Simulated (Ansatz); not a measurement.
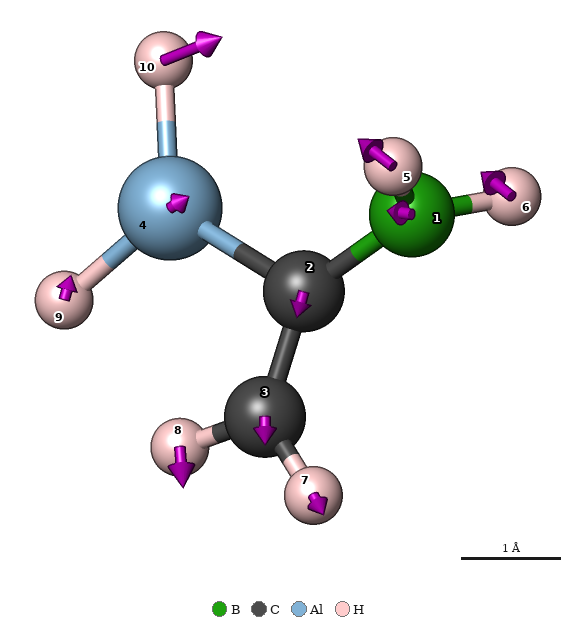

A relaxation of C$_{2}$H$_{6}$AlB. The starting structure is drawn; purple arrows show the displacements, 2 times their true length. The two geometries are superimposed by the best rigid fit.

The picture is a ball-and-stick view, seen from a free direction.

Method: Ansatz, RKS PBE0-D4/def2-TZVP. Settings: force threshold 0.005 eV/Å; at most 200 steps.

Q: Atoms of which element are displaced furthest, and by how much?

A: Hydrogen: up to 0.39 Å, against 0.17 Å for boron.

Q: What did the optimiser do to the structure, and how much energy did it gain?

A: Over 7 accepted moves (9 points after the start) the energy falls by 0.137 eV. The largest force component goes from 0.86 to 0.0017 eV/Å. The line search rejected the trial steps at points 3, 8 of the run. H10 moves most after the best rigid fit: 0.39 Å. Largest moves by element: H 0.39 Å, B 0.17 Å, C 0.15 Å, Al 0.13 Å. Near-neighbour distances that change, for instance: C2–Al4 2.015 → 1.982 Å, Al4–H10 1.554 → 1.585 Å, B1–H5 1.172 → 1.200 Å, B1–C2 1.511 → 1.492 Å. Among the angles between lasting bonds that change: B1–C2–Al4 123.2° → 108.0°, C3–C2–Al4 100.4° → 109.8°, B1–C2–C3 136.4° → 142.2°. Cost: 46 s on 2 threads of Arm Neoverse V1, on a shared host.
